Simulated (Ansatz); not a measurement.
**B3N3H6 (SMILES B1NBNBN1) at PBE-QIDH/def2-SVP**

What is the electronic atomisation energy of B3N3H6 at PBE-QIDH/def2-SVP? 

Program for the calculation: Ansatz 0.2.0.

43 further runs of the same task are left out: 1 that didn't finish, 42 set aside as unsound or not needed.

**1. Starting point**

The species is B3N3H6 (12 atoms), meant as a singlet with charge 0. SMILES: `B1NBNBN1`. The coordinates come from a PBE0-D4/def2-TZVP relaxation. This is one conformer, not always the lowest.

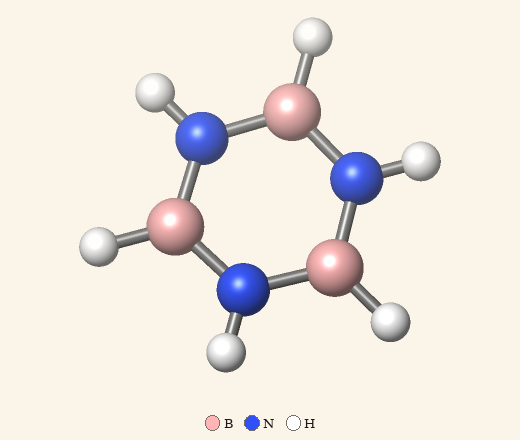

The structure, seen from a chosen angle (boron pink, nitrogen blue, hydrogen white).

**2. The energy at PBE-QIDH/def2-SVP**

The input, input.yaml:

```yaml
crystal:
  periodic: [false, false, false]
  atoms:
    - {symbol: B, position_ang: [-0.725600, -1.223220, 0.253660]}
    - {symbol: "N", position_ang: [0.524170, -0.956610, 0.883320]}
    - {symbol: B, position_ang: [1.265120, 0.238610, 0.655490]}
    - {symbol: "N", position_ang: [0.704960, 1.188460, -0.246430]}
    - {symbol: B, position_ang: [-0.539530, 0.984630, -0.909140]}
    - {symbol: "N", position_ang: [-1.229160, -0.231820, -0.636840]}
    - {symbol: H, position_ang: [-1.326890, -2.236960, 0.463830]}
    - {symbol: H, position_ang: [0.899850, -1.642240, 1.516360]}
    - {symbol: H, position_ang: [2.313570, 0.436330, 1.198680]}
    - {symbol: H, position_ang: [1.210210, 2.040210, -0.423070]}
    - {symbol: H, position_ang: [-0.986620, 1.800580, -1.662600]}
    - {symbol: H, position_ang: [-2.110080, -0.397960, -1.093280]}
basis:
  gaussian:
    orbitals: def2-SVP
hamiltonian:
  xc: {name: PBE-QIDH}
correlation:
  frozen_orbitals: {B: 1, H: 0, "N": 1}
accuracy: high
output:
  orbitals: {seedname: orbitals}
```

Command:

```bash
ansatz run input.yaml --threads 1 --pin off --max-ram 3480MiB --events-out events.jsonl --progress --plain --runs-dir runs
```

Standard output:

```text
Warning: RAYON_NUM_THREADS=1 ignored (pool sized by the plan → 1); use --threads N
Functional definition: PBE-QIDH
  name "PBE-QIDH"
  parameter a = 3^(-1/3)
  parameter c = 1/3
  exchange = (1 - a)*pbe_x + a*exact_x
  correlation = (1 - c)*pbe_c + c*(mp2_os + mp2_ss)
2856 factors; integrals over basis functions are off by at most 3.1e-9 eV
mean field evaluation 1: about -6574.5168 eV, gradient 5.2e1 eV
mean field evaluation 2: about -6574.6319 eV, gradient 5.2e1 eV
mean field evaluation 4: about -6580.2987 eV, gradient 2.5e0 eV
mean field evaluation 8: about -6580.3257 eV, gradient 6.1e-2 eV
mean field evaluation 16: about -6580.3257 eV, gradient 4.8e-6 eV
mean field -6580.32567737 eV, -241.8225083384 hartree, gradient 8.7e-9 eV, S^2 0.000000; 0 other end points of the search recorded, 0 dependent functions left out
6 core orbitals not correlated: weight in the atoms' cores, before any rotation towards them, 1.000 or more for the frozen orbitals, at most 0.000 for the correlated occupied ones
reference -6580.32567852 eV, -241.8225083806 hartree; 15, 15 occupied and 93, 93 virtual orbitals, 2856 factors
second order -22.71549906 eV of doubles, -0.00000000 eV of singles
Total energy: -6587.89751154 eV, -242.1007681117 hartree
```

It took 19 s on 1 thread of Intel Xeon Platinum 8175M at 2.50GHz (Skylake/Cascade Lake), shared host; peak memory 0.49 GiB.

**3. The B atom**

The input, in.yaml:

```yaml
crystal:
  periodic: [false, false, false]
  atoms:
    - symbol: B
      position_ang: [0.000000, 0.000000, 0.000000]
basis:
  gaussian:
    orbitals: def2-SVP
hamiltonian:
  xc: {name: PBE-QIDH}
accuracy: high
correlation:
  frozen_orbitals: {B: 1}
magnetization:
  spin_polarized: true
  initial_magnetization: 1
```

Run the same way, it converges to -24.57998 Eh (log not shown).

**4. The H atom at the same level**

The input, job.yaml:

```yaml
basis:
  gaussian: {orbitals: def2-SVP}
crystal:
  periodic: [false, false, false]
  atoms:
    - {symbol: H, position_ang: [0.000000, 0.000000, 0.000000]}
accuracy: high
correlation: {frozen_orbitals: {H: 0}}
total_charge: 0
hamiltonian: {xc: {name: PBE-QIDH}}
magnetization: {spin_polarized: true, initial_magnetization: 1}
```

Run the same way, it converges to -0.50124 Eh (log not shown).

**5. The N atom, same level**

The input, molecule.yaml:

```yaml
crystal:
  periodic: [false, false, false]
  atoms:
    - {symbol: N, position_ang: [0.000000, 0.000000, 0.000000]}
basis:
  gaussian:
    orbitals: def2-SVP
magnetization:
  spin_polarized: true
  initial_magnetization: 3
hamiltonian:
  xc: {name: PBE-QIDH}
correlation:
  frozen_orbitals: {"N": 1}
accuracy: high
```

Command:

```bash
ansatz run molecule.yaml --threads 1 --pin off --max-ram 3480MiB --events-out events.jsonl --progress --plain --runs-dir runs
```

Standard output (excerpt; [...] marks lines left out):

```text
Warning: RAYON_NUM_THREADS=1 ignored (pool sized by the plan → 1); use --threads N
[... 6 set-up lines as earlier in the session ...]
95 factors; integrals over basis functions are off by at most 1.2e-9 eV
mean field evaluation 1: about -1481.3741 eV, gradient 2.7e0 eV
mean field evaluation 2: about -1481.3748 eV, gradient 2.7e0 eV
mean field evaluation 4: about -1481.4164 eV, gradient 3.5e-2 eV
mean field evaluation 8: about -1481.4164 eV, gradient 9.6e-6 eV
mean field -1481.41642917 eV, -54.4410496318 hartree, gradient 6.4e-8 eV, S^2 3.754202; 0 other end points of the search recorded, 0 dependent functions left out
1 core orbitals not correlated: weight in the atoms' cores, before any rotation towards them, 1.000 or more for the frozen orbitals, at most 0.000 for the correlated occupied ones
reference -1481.41642950 eV, -54.4410496439 hartree; 4, 1 occupied and 9, 12 virtual orbitals, 95 factors
second order -2.09784025 eV of doubles, -0.00000000 eV of singles
Total energy: -1482.11570958 eV, -54.4667477130 hartree
```

Wall time 0.42 s (1 thread of Intel Xeon Platinum 8175M at 2.50GHz (Skylake/Cascade Lake), shared host).

**6. What came out**

At PBE-QIDH/def2-SVP, 6 core orbitals frozen:

| quantity | value |
| --- | --- |
| molecule: total energy | -242.10077 Eh |
| molecule: HOMO energy (SCF part's orbitals) | -10.09 eV |
| molecule: LUMO energy (SCF part's orbitals) | 2.63 eV |
| molecule: HOMO–LUMO gap (SCF part's orbitals) | 12.71 eV |
| B atom: total energy | -24.57998 Eh |
| B atom: ⟨S²⟩ | 0.754 |
| H atom: total energy | -0.50124 Eh |
| H atom: ⟨S²⟩ | 0.750 |
| N atom: total energy | -54.46675 Eh |
| N atom: ⟨S²⟩ | 3.754 |
| electronic atomisation energy | 53.148 eV |

What this shows: Taking the molecule apart into free atoms costs 53.15 eV (5128 kJ/mol), before zero-point energy and without spin-orbit coupling.
